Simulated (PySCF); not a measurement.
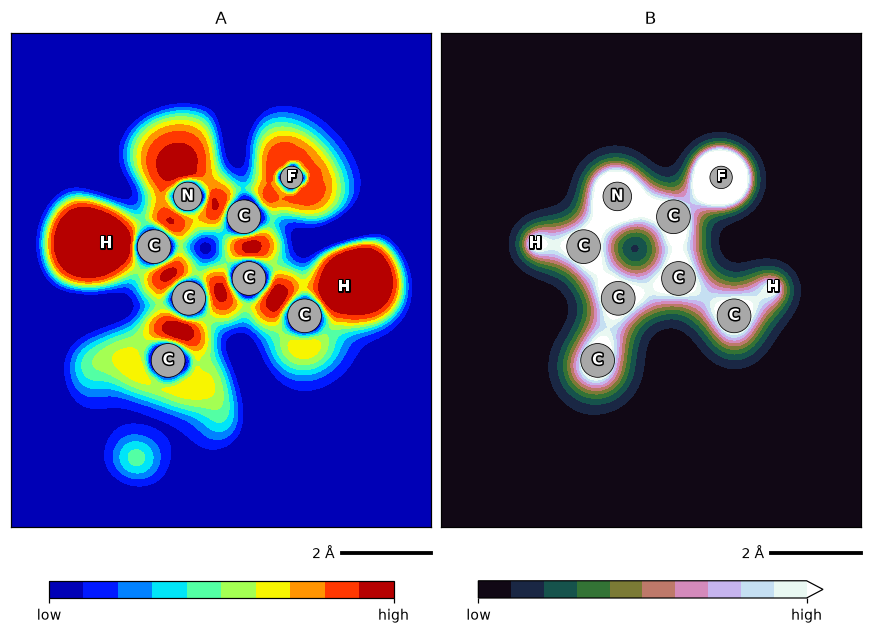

C7H7FN (SMILES C=Cc1c[n-]c(F)c1C) (charge −1): 2 fields on the plane of atoms C4, N5 and C6, with unlabelled colour scales. Grey discs cover the atomic cores.

Geometry: GFN2-xTB.

Theory: PBE0/pcSseg-1, SCF density, gas phase, non-relativistic in PySCF 2.14.0.

Q: Match the panels to the quantities (electron density and electron localisation function).

A: Panel A: electron localisation function. Panel B: electron density. From the grid: C–N (1.33 Å): ρ at the midpoint is about 2.5 e/Å³; the ELF peaks at about 0.90 between the atoms, as expected for a covalent bond. C–F (1.38 Å): ρ at the midpoint is about 2 e/Å³, with its minimum of 1.6 e/Å³ about 0.5 Å from C; the ELF peaks at about 0.85 between the atoms: a shared but strongly polarised pair.
